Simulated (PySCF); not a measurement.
## C$_{5}$H$_{9}$NSi: a changed input and its effect

System: C$_{5}$H$_{9}$NSi.
Method of run 1: GIAO PBE0/pcSseg-1 NMR shielding, non-relativistic, gas phase (PySCF 2.14.0).

The geometry comes from this level: PBE0-D3(BJ)/def2-SVP. Text and figures count atoms from 1; the logs count them from 0 in places.

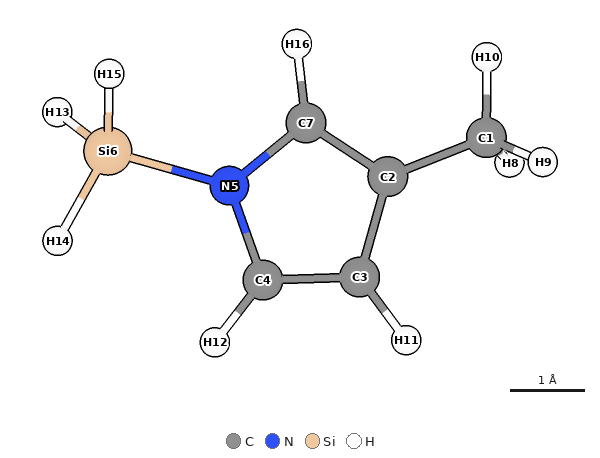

Figure 1. The structure (ball-and-stick view, seen at a tilt; atoms are numbered from 1 in the order of the input). Bond lengths as drawn: C–C 1.37 to 1.49 Å, C–H 1.09 to 1.10 Å, C–N 1.38 Å, H–Si 1.49 Å and N–Si 1.77 Å.

**The input, run 1**
```
{"job": {"kind": "nmr", "xc": "PBE0", "basis": "pcSseg-1"}, "charge": 0, "multiplicity": 1}
C     -2.236327    -0.011896    -0.266505
C     -0.790554    -0.354283    -0.412963
C     -0.202567    -1.654075    -0.314965
C      1.147962    -1.516697    -0.518147
N      1.431108    -0.184572    -0.743629
Si     3.040787     0.511462    -0.961123
C      0.242524     0.517173    -0.674728
H     -2.626247    -0.320315     0.716944
H     -2.851456    -0.516417    -1.029391
H     -2.403037     1.070360    -0.367045
H     -0.726422    -2.588961    -0.121254
H      1.938397    -2.265364    -0.528967
H      3.484857     1.237369     0.264555
H      3.956451    -0.627579    -1.243048
H      3.003402     1.468074    -2.103230
H      0.217085     1.596442    -0.822546
```

The first line tells a small driver script what to run in PySCF; the rest is the geometry in Å.

Launched with:
```bash
OMP_NUM_THREADS=1 python <driver script> task.json out
```

Hardware: 1 CPU thread, shared host.

**Output (run 1)**
```
coarse grid: 13696 points
cycle   1  E = -539.6477712975  dE =  9.329e-01  |g| = 3.993e-01  |ddm| = 3.708e+00
cycle   2  E = -539.6213236272  dE =  2.645e-02  |g| = 5.113e-01  |ddm| = 1.032e+00
cycle   3  E = -539.6903764988  dE = -6.905e-02  |g| = 1.029e-01  |ddm| = 6.368e-01
cycle   4  E = -539.6926501194  dE = -2.274e-03  |g| = 3.892e-02  |ddm| = 1.178e-01
cycle   5  E = -539.6929818609  dE = -3.317e-04  |g| = 9.716e-03  |ddm| = 3.695e-02
cycle   6  E = -539.6929994073  dE = -1.755e-05  |g| = 3.101e-03  |ddm| = 8.567e-03
cycle   7  E = -539.6930013249  dE = -1.918e-06  |g| = 4.186e-04  |ddm| = 2.098e-03
final grid: 127312 points
cycle   8  E = -539.7323286058  dE = -2.563e-05  |g| = 6.845e-03  |ddm| = 3.134e-02
cycle   9  E = -539.7323241714  dE =  4.434e-06  |g| = 8.187e-03  |ddm| = 1.489e-02
cycle  10  E = -539.7323407230  dE = -1.655e-05  |g| = 9.551e-04  |ddm| = 8.042e-03
cycle  11  E = -539.7323408948  dE = -1.718e-07  |g| = 2.853e-04  |ddm| = 7.952e-04
cycle  12  E = -539.7323409109  dE = -1.607e-08  |g| = 1.010e-04  |ddm| = 3.319e-04
cycle  13  E = -539.7323409134  dE = -2.461e-09  |g| = 2.619e-05  |ddm| = 1.116e-04
cycle  14  E = -539.7323409135  dE = -1.531e-10  |g| = 5.802e-06  |ddm| = 2.647e-05
converged SCF energy = -539.7323409135

GIAO shielding tensors (ppm)
atom      isotropic    diamagn.    paramagn.     s11        s22        s33       span
  0 C      170.411     243.870     -73.459    159.190    163.936    188.105     28.915
  1 C       54.505     261.107    -206.602    -23.943     36.563    150.894    174.837
  2 C       65.689     252.499    -186.810    -14.864     61.058    150.872    165.736
  3 C       53.665     253.081    -199.416    -26.406     62.713    124.687    151.093
  4 N      105.091     333.457    -228.366     18.149     94.967    202.157    184.008
  5 Si     399.139     879.037    -479.898    359.170    379.980    458.266     99.096
  6 C       58.921     254.328    -195.407    -18.270     71.172    123.860    142.130
  7 H       28.987      28.448       0.539     24.382     27.034     35.545     11.163
  8 H       28.983      27.188       1.795     24.446     26.909     35.594     11.149
  9 H       29.239      29.177       0.062     24.067     28.754     34.896     10.828
 10 H       24.957      32.152      -7.195     22.498     25.852     26.522      4.024
 11 H       24.701      31.111      -6.410     21.240     25.839     27.025      5.785
 12 H       26.277      28.397      -2.120     23.033     24.182     31.616      8.582
 13 H       26.389      27.712      -1.324     22.582     25.677     30.907      8.325
 14 H       26.242      27.838      -1.596     22.632     24.911     31.183      8.551
 15 H       24.759      34.038      -9.279     21.192     25.419     27.666      6.475
```

For run 2 the input was changed thus:
```diff
-"xc": "PBE0"
+"xc": "KT3"
+"pop": false
```

What does this change do to the results?

The total energies belong to different methods, so their difference says nothing on which is more stable or more accurate. The HOMO goes from −6.08 to −5.03 eV. The LUMO goes from 0.37 to −0.47 eV. Of all shieldings, the largest change is that of Si6, by +16.8 ppm. The functional changes from PBE0 to KT3. Exact exchange removes part of the self-interaction error of semilocal functionals, which pushes filled and empty levels apart. The SCF takes 15 iterations against 14.

**Output (run 2)**
```
coarse grid: 13696 points
cycle   1  E = -546.4067883865  dE =  7.466e-01  |g| = 5.190e-01  |ddm| = 3.781e+00
cycle   2  E = -546.2670899354  dE =  1.397e-01  |g| = 8.667e-01  |ddm| = 1.699e+00
cycle   3  E = -546.4781332099  dE = -2.110e-01  |g| = 1.779e-01  |ddm| = 1.282e+00
cycle   4  E = -546.4856937198  dE = -7.561e-03  |g| = 7.036e-02  |ddm| = 2.404e-01
cycle   5  E = -546.4868297957  dE = -1.136e-03  |g| = 2.294e-02  |ddm| = 7.708e-02
cycle   6  E = -546.4869356151  dE = -1.058e-04  |g| = 6.231e-03  |ddm| = 1.958e-02
cycle   7  E = -546.4869437382  dE = -8.123e-06  |g| = 1.749e-03  |ddm| = 5.872e-03
final grid: 127312 points
cycle   8  E = -546.4927921034  dE = -2.137e-04  |g| = 1.122e-02  |ddm| = 7.183e-02
cycle   9  E = -546.4927723506  dE =  1.975e-05  |g| = 1.236e-02  |ddm| = 1.644e-02
cycle  10  E = -546.4927987259  dE = -2.638e-05  |g| = 5.465e-03  |ddm| = 1.574e-02
cycle  11  E = -546.4928054858  dE = -6.760e-06  |g| = 1.362e-03  |ddm| = 6.017e-03
cycle  12  E = -546.4928060102  dE = -5.244e-07  |g| = 2.708e-04  |ddm| = 1.722e-03
cycle  13  E = -546.4928060263  dE = -1.611e-08  |g| = 1.102e-04  |ddm| = 3.385e-04
cycle  14  E = -546.4928060289  dE = -2.562e-09  |g| = 4.976e-05  |ddm| = 1.405e-04
cycle  15  E = -546.4928060295  dE = -6.528e-10  |g| = 9.505e-06  |ddm| = 5.237e-05
converged SCF energy = -546.4928060295

GIAO shielding tensors (ppm)
atom      isotropic    diamagn.    paramagn.     s11        s22        s33       span
  0 C      167.464     245.648     -78.185    155.711    160.681    185.999     30.288
  1 C       63.079     260.115    -197.036     -5.139     46.156    148.219    153.358
  2 C       74.626     250.197    -175.572      2.027     72.153    149.697    147.670
  3 C       63.120     252.122    -189.002     -6.389     72.317    123.431    129.821
  4 N      111.158     332.530    -221.372     31.359    104.214    197.900    166.541
  5 Si     415.939     881.291    -465.352    376.633    398.372    472.812     96.179
  6 C       67.714     253.794    -186.079     -0.041     79.616    123.568    123.609
  7 H       29.025      28.980       0.045     24.620     27.166     35.287     10.667
  8 H       29.019      27.285       1.734     24.672     27.042     35.342     10.670
  9 H       29.325      29.866      -0.541     24.444     28.882     34.648     10.204
 10 H       25.211      32.932      -7.721     22.946     26.182     26.507      3.561
 11 H       24.922      31.504      -6.582     21.578     25.992     27.196      5.618
 12 H       26.398      28.748      -2.350     23.218     24.307     31.670      8.451
 13 H       26.575      27.840      -1.265     22.884     25.871     30.970      8.086
 14 H       26.405      28.104      -1.700     22.882     25.082     31.250      8.367
 15 H       24.966      34.845      -9.879     21.626     25.683     27.588      5.961
```

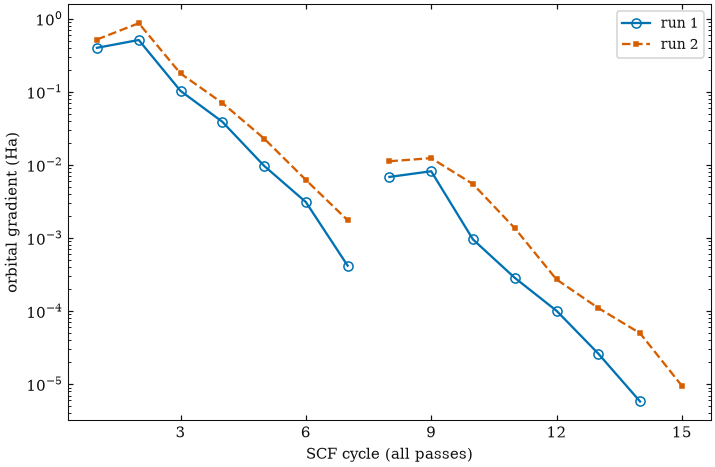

Figure 2. Convergence of the two runs: orbital gradient against the SCF cycle. A break in a curve parts two SCF passes (coarse and final grid). Run 1 takes 14 cycles in all, and run 2 takes 15.

**The two runs side by side**

```tsv
quantity	run 1	run 2
outcome	converged	converged
total energy (hartree)	−539.732341	−546.492806
HOMO (eV)	−6.08	−5.03
LUMO (eV)	0.37	−0.47
dipole moment (D)	1.08	1.06
shielding of C1 (ppm)	170.4	167.5
shielding of C2 (ppm)	54.5	63.1
shielding of C3 (ppm)	65.7	74.6
shielding of C4 (ppm)	53.7	63.1
shielding of N5 (ppm)	105.1	111.2
shielding of Si6 (ppm)	399.1	415.9
shielding of C7 (ppm)	58.9	67.7
SCF iterations	14	15
basis functions	171	171
wall time (shared host)	30 s	31 s
```
